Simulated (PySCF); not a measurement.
SMILES CCCC[CH]C(C)=O, doublet at its GFN2-xTB optimised geometry (Å):

```
21

C      0.2700     0.3736     0.0000
C     -0.2658    -0.3676     1.2189
C      0.2048     0.2824     2.5168
C     -0.3264    -0.4706     3.7536
C      0.0966     0.1931     4.9975
C      0.9181    -0.3480     6.0268
C      1.4124    -1.7727     5.8788
O      1.2188     0.3264     7.0139
H     -0.0732    -0.1018    -0.9156
H      1.3577     0.3736     0.0000
H     -0.0718     1.4061     0.0000
H     -1.3577    -0.3724     1.1903
H      0.0717    -1.4061     1.1890
H     -0.1352     1.3189     2.5514
H      1.2961     0.2880     2.5485
H      0.0023    -1.5085     3.7161
H     -1.4215    -0.4544     3.6971
H     -0.2118     1.2209     5.1356
H      2.0061    -1.8767     4.9731
H      0.5710    -2.4606     5.8283
H      2.0270    -2.0244     6.7386
```

Level of theory: unrestricted B3LYP/def2-SVP (PySCF 2.14.0). Cells within 0.4 Å of a nucleus heavier than hydrogen are left out (blank, or x).

Map of the log10 of the electron density (e/bohr³), floored at −4 on the plane z = 0.0 Å:

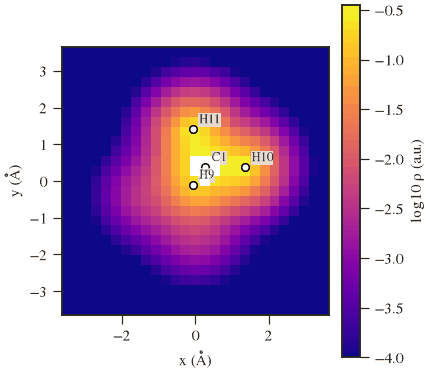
Figure. Log10 of the electron density (e/bohr³), floored at −4 on the plane z = 0.0 Å.
